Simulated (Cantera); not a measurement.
Feed: 1 mol TiO₂, 3.7 mol C, a varied amount of H₂, equilibrated at 1275 K and 13300 Pa.

Equilibrium computed with Cantera from the NASA thermochemical tables; the gas is ideal and each condensed phase is pure. Candidate condensed phases: C, C₆H₆, C₇H₈, C₈H₁₈, H₂O, Ti, TiC, TiO, TiO₂, Ti₂O₃, Ti₃O₅, Ti₄O₇; 113 gas species. Mutual solubility and eutectic melting of coexisting phases are not modelled. TiC: taken at fixed stoichiometry. Condensed phases not in the tables: Magnéli phases beyond Ti₄O₇. Kinetics and transport are ignored.

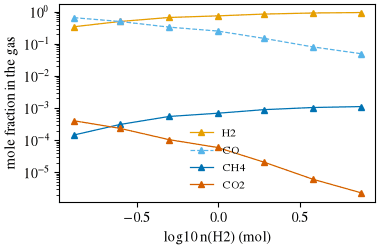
Figure: Equilibrium gas composition (values under 1e-9 drawn at 1e-9)

From 0.13 mol H₂ to 0.5 mol H₂ the condensed part is C(graphite) + Ti₄O₇(s). From 0.99 mol H₂ to 3.8 mol H₂ the condensed part is C(graphite) + Ti₃O₅(s). At 7.5 mol H₂ the condensed part is C(graphite) + TiC(s) + Ti₃O₅(s).
